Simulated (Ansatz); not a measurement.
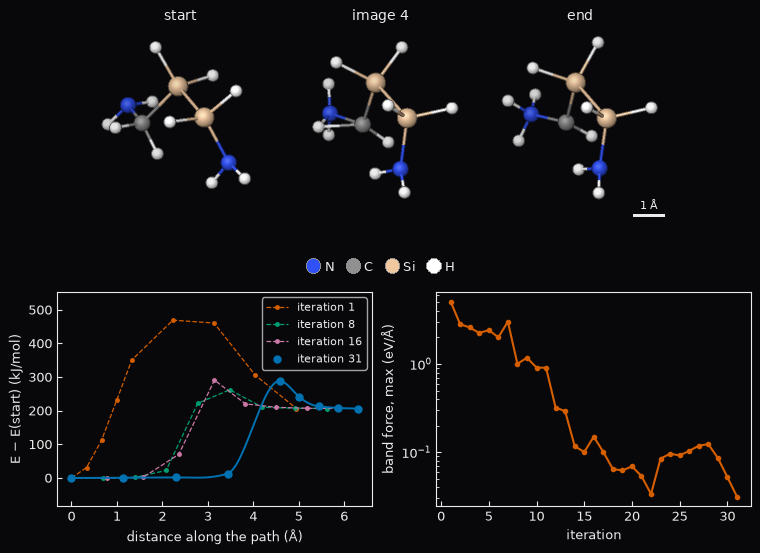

A search for the minimum-energy path of CH₁₀N₂Si₂ by the nudged elastic band. Images are numbered from 0 (start) to 8 (end). The plot follows the band through its iterations. The picture is a ball-and-stick view, seen from a free direction.

Theory: RKS PBE-D4/def2-SVP in Ansatz. Set-up: 7 movable images; climbing image; force threshold 0.05 eV/Å; iteration limit 60; starting path through a guess of the saddle point.

> Judge this run.

The result is final at these settings. The band converged in 31 iterations. The largest component of the band force went from 5.1 to 0.032 eV/Å. The climbing image converged on the top of the path. Its vibrational analysis gives one imaginary mode (1379i cm⁻¹), as a transition state must have. The first iteration put the highest image at 469.2 kJ/mol. The energy climbs by 288.5 kJ/mol to image 4 and then falls by 82.1 kJ/mol, so the end point sits at +206.4 kJ/mol.

Cost: 7.1 min on 2 threads of AMD EPYC 7R43 64-Core Processor (Zen 3), with other jobs on the host, peak memory 0.19 GiB.
